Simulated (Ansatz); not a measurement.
## CaO: pressure series

Take CaO in the rock salt structure (space group Fm-3m, No. 225) as the base.

```cif
data_CaO
_chemical_formula_sum 'O1 Ca1'
_space_group_name_H-M_alt 'P 1'
_space_group_IT_number 1
_cell_length_a 3.41582
_cell_length_b 3.41582
_cell_length_c 3.41582
_cell_angle_alpha 60.000
_cell_angle_beta 60.000
_cell_angle_gamma 60.000
loop_
_space_group_symop_operation_xyz
  'x, y, z'
loop_
_atom_site_label
_atom_site_type_symbol
_atom_site_fract_x
_atom_site_fract_y
_atom_site_fract_z
_atom_site_occupancy
O1 O 0.00000 0.00000 0.00000 1
Ca1 Ca 0.50000 0.50000 0.50000 1
```

Cell and atoms are relaxed at each pressure.

Calculations: PBE, PAW, 420 eV (Ansatz, a first-principles code; scalar-relativistic without spin-orbit coupling).

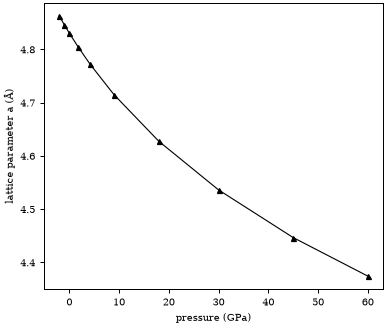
Lattice parameter a against pressure

```
pressure (GPa)  lattice parameter a
--------------  -------------------
-2                          4.863 Å
-1                          4.846 Å
1.8                         4.804 Å
4.2                         4.772 Å
9                           4.715 Å
18                          4.628 Å
30                          4.536 Å
45                          4.447 Å
60                          4.374 Å
```

Load acts through the strain it causes; cell and atoms are relaxed under it. Stability against distortions was not tested. Competing high-pressure phases were not computed.
